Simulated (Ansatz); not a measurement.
**BH6P (SMILES [BH3-][PH3+]): PBE/def2-SVPD**

What is the vertical electron affinity of BH6P at PBE/def2-SVPD? 

The results are computed with Ansatz 0.2.0.

## 1. The structure to begin with

BH6P: 8 atoms, total charge 0, spin state singlet. As SMILES, `[BH3-][PH3+]`. The shape is that of a PBE0-D4/def2-TZVP optimisation.

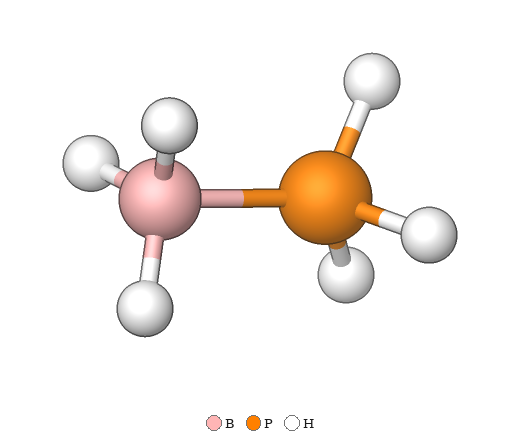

Viewed from a chosen angle; boron pink, phosphorus orange, hydrogen white.

## 2. A single-point energy at PBE/def2-SVPD

File job.yaml:

```yaml
crystal:
  periodic: [false, false, false]
  atoms:
    - {symbol: B, position_ang: [-0.556100, 0.227200, -0.914000]}
    - {symbol: P, position_ang: [0.433900, -0.181600, 0.667700]}
    - {symbol: H, position_ang: [-1.693400, 0.343100, -0.520100]}
    - {symbol: H, position_ang: [-0.367800, -0.730200, -1.628000]}
    - {symbol: H, position_ang: [-0.055500, 1.254200, -1.309900]}
    - {symbol: H, position_ang: [0.418800, 0.755700, 1.718800]}
    - {symbol: H, position_ang: [1.823100, -0.380300, 0.547100]}
    - {symbol: H, position_ang: [0.089200, -1.345200, 1.382600]}
basis:
  gaussian: {orbitals: def2-SVPD}
accuracy: high
output: {orbitals: {seedname: orbitals}}
hamiltonian: {xc: pbe}
```

Run with:

```console
$ ansatz run job.yaml --threads 1 --pin off --max-ram 3480MiB --events-out events.jsonl --progress --plain --runs-dir runs
```

What it wrote:

```text
Warning: RAYON_NUM_THREADS=1 ignored (pool sized by the plan → 1); use --threads N
Functional definition: PBE
  name "PBE"
  parameter kappa = 0.804
  parameter beta = 0.06672455060314922
  exchange = pbe_x(kappa = kappa, mu = beta*pi^2/3)
  correlation = pbe_c(beta = beta)
1856 factors; integrals over basis functions are off by at most 3.6e-9 eV
mean field evaluation 1: about -10047.9709 eV, gradient 3.7e1 eV
mean field evaluation 2: about -10040.6912 eV, gradient 5.4e1 eV
mean field evaluation 4: about -10052.8878 eV, gradient 2.1e0 eV
mean field evaluation 8: about -10052.9027 eV, gradient 1.2e-2 eV
mean field evaluation 16: about -10052.9027 eV, gradient 2.4e-7 eV
mean field -10052.90271412 eV, -369.4373606419 hartree, gradient 1.3e-8 eV, S^2 0.000000; 0 other end points of the search recorded, 0 dependent functions left out
reference -10052.90271830 eV, -369.4373607954 hartree; 13, 13 occupied and 79, 79 virtual orbitals, 1856 factors
Total energy: -10052.90271830 eV, -369.4373607954 hartree
```

Run time: 5.7 s. Hardware: 1 thread of Intel Xeon Platinum 8259CL at 2.50GHz (Skylake/Cascade Lake), shared host; peak memory 0.23 GiB.

## 3. The doublet anion, same level

File molecule.yaml:

```yaml
crystal:
  periodic: [false, false, false]
  atoms:
    - {symbol: B, position_ang: [-0.556100, 0.227200, -0.914000]}
    - {symbol: P, position_ang: [0.433900, -0.181600, 0.667700]}
    - {symbol: H, position_ang: [-1.693400, 0.343100, -0.520100]}
    - {symbol: H, position_ang: [-0.367800, -0.730200, -1.628000]}
    - {symbol: H, position_ang: [-0.055500, 1.254200, -1.309900]}
    - {symbol: H, position_ang: [0.418800, 0.755700, 1.718800]}
    - {symbol: H, position_ang: [1.823100, -0.380300, 0.547100]}
    - {symbol: H, position_ang: [0.089200, -1.345200, 1.382600]}
basis:
  gaussian: {orbitals: def2-SVPD}
total_charge: -1
magnetization: {spin_polarized: true, initial_magnetization: 1}
hamiltonian: {xc: {name: PBE}}
accuracy: high
output: {orbitals: {seedname: orbitals}}
```

Run with:

```console
$ ansatz run molecule.yaml --threads 1 --pin off --max-ram 3480MiB --events-out events.jsonl --progress --plain --runs-dir runs
```

What it wrote:

```text
Warning: RAYON_NUM_THREADS=1 ignored (pool sized by the plan → 1); use --threads N
Functional definition: PBE
  name "PBE"
  parameter kappa = 0.804
  parameter beta = 0.06672455060314922
  exchange = pbe_x(kappa = kappa, mu = beta*pi^2/3)
  correlation = pbe_c(beta = beta)
1856 factors; integrals over basis functions are off by at most 3.6e-9 eV
mean field evaluation 1: about -10047.3814 eV, gradient 2.3e1 eV
mean field evaluation 2: about -10030.5947 eV, gradient 5.3e1 eV
mean field evaluation 4: about -10051.5499 eV, gradient 3.1e0 eV
mean field evaluation 8: about -10051.6562 eV, gradient 9.0e-2 eV
mean field evaluation 16: about -10051.6563 eV, gradient 1.9e-4 eV
mean field evaluation 32: about -10051.2123 eV, gradient 3.2e0 eV
mean field -10051.65633237 eV, -369.3915569574 hartree, gradient 1.3e-8 eV, S^2 0.750539; 7 other end points of the search recorded, 0 dependent functions left out
reference -10051.65633607 eV, -369.3915570931 hartree; 14, 13 occupied and 78, 79 virtual orbitals, 1856 factors
Total energy: -10051.65633607 eV, -369.3915570931 hartree
```

Wall time 15 s (1 thread of Intel Xeon Platinum 8259CL at 2.50GHz (Skylake/Cascade Lake), shared host); peak memory 0.3 GiB.

## 4. What came out

Level: PBE/def2-SVPD.

| quantity | value |
| --- | --- |
| singlet BH6P: total energy | -369.43736 Eh |
| singlet BH6P: HOMO energy | -7.26 eV |
| singlet BH6P: LUMO energy | -0.61 eV |
| singlet BH6P: HOMO–LUMO gap | 6.65 eV |
| doublet anion: total energy | -369.39156 Eh |
| doublet anion: HOMO energy (highest over α and β) | 2.94 eV |
| doublet anion: LUMO energy (lowest over α and β) | 3.48 eV |
| doublet anion: ⟨S²⟩ | 0.751 |
| vertical electron affinity (to the doublet anion) | -1.246 eV |

**Reading.** The anion lies 1.25 eV (120 kJ/mol) above the neutral: the electron isn't bound at this level, and such a value depends on the basis. The HOMO of this anion lies above zero, so its frontier levels hang on the basis. The HOMO (doublet anion) lies at positive energy, 2.94 eV, as semi-local functionals often give for anions: either the electron is unbound or self-interaction and a compact basis push the level up; values depend on the basis.
